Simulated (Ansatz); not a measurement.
# C2H5ClSn (SMILES C=[CH][SnH2][Cl]): what the fields show

The calculation's input:

```
crystal:
  periodic: [false, false, false]
  atoms:
    - {symbol: C, position_ang: [-0.113796, 1.594324, -0.548981]}
    - {symbol: C, position_ang: [0.432036, 0.389403, -0.658432]}
    - {symbol: Sn, position_ang: [0.036684, -1.136038, 0.749205]}
    - {symbol: Cl, position_ang: [-1.026367, -2.876833, -0.399256]}
    - {symbol: H, position_ang: [0.088775, 2.381939, -1.270778]}
    - {symbol: H, position_ang: [-0.790804, 1.856982, 0.259677]}
    - {symbol: H, position_ang: [1.097579, 0.173433, -1.489915]}
    - {symbol: H, position_ang: [1.431290, -1.848819, 1.418192]}
    - {symbol: H, position_ang: [-1.066997, -0.580692, 1.923188]}
basis:
  gaussian: {orbitals: def2-TZVPP}
hamiltonian: {xc: pbe0, dispersion: d4}
output: {orbitals: {seedname: orbitals}}
```

Launched as:

```sh
ansatz run in.yaml --threads 4 --pin off --events-out ev --progress --plain --max-ram 10444MiB
```

Geometry: PBE0-D4/def2-TZVP; core potentials replace the inner electrons of Sn.

These are results of RKS PBE0-D4/def2-TZVPP in Ansatz 0.2.0, not measurements.

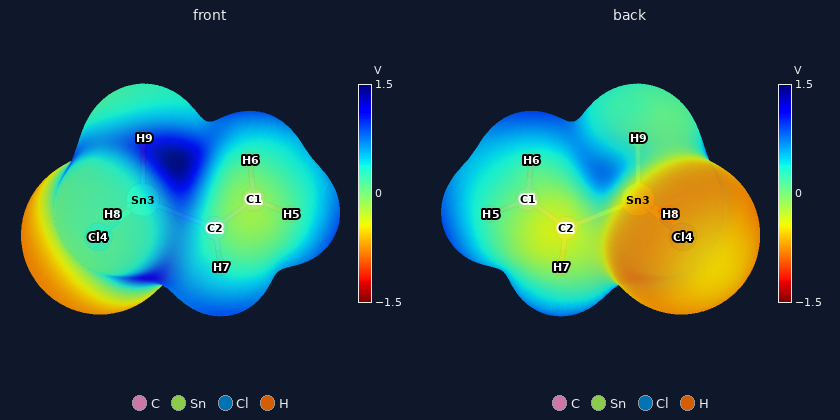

Figure 1. The molecular electrostatic potential painted on the density surface at 0.001 e/bohr³, seen from the front and from behind; red is negative and blue positive.

### Where is the surface potential most negative and most positive?

The most negative region (about −0.8 V, or −18 kcal/mol for a unit charge) lies over Cl4, the most positive (about +1.5 V, or +35 kcal/mol for a unit charge) over Sn3.

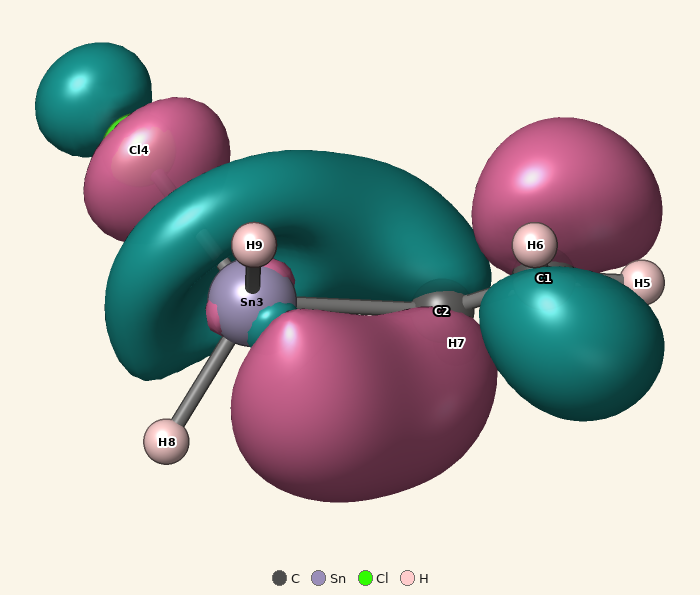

Figure 2. One frontier orbital at ±0.1 Å⁻³ᐟ² (teal and pink are the two phases), seen from one side.

### Which orbital is it: HOMO or LUMO?

The LUMO, at −1.04 eV. By Hirshfeld shares it lies mainly on Sn3 (about 30 %), C1 (about 25 %), C2 (about 20 %) and Cl4 (about 10 %).

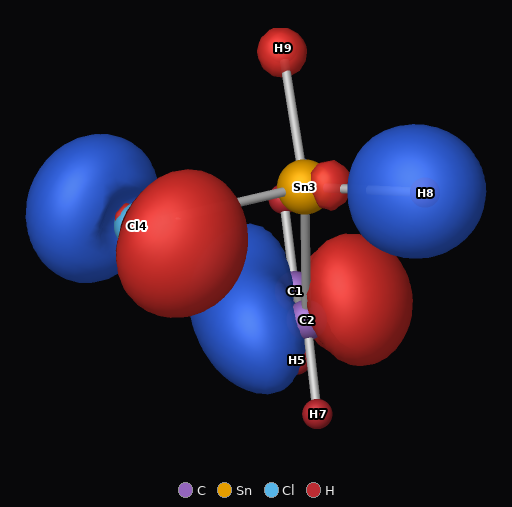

Figure 3. The HOMO−1 at ±0.15 Å⁻³ᐟ² (red and blue are the two phases), seen at an oblique angle.

### Describe this orbital and give its energy.

Its weight (Hirshfeld) is mainly on Cl4 (about 35 %), C1 (about 20 %), C2 (about 20 %), Sn3 (about 10 %) and H8 (about 10 %). Its energy is −8.40 eV.
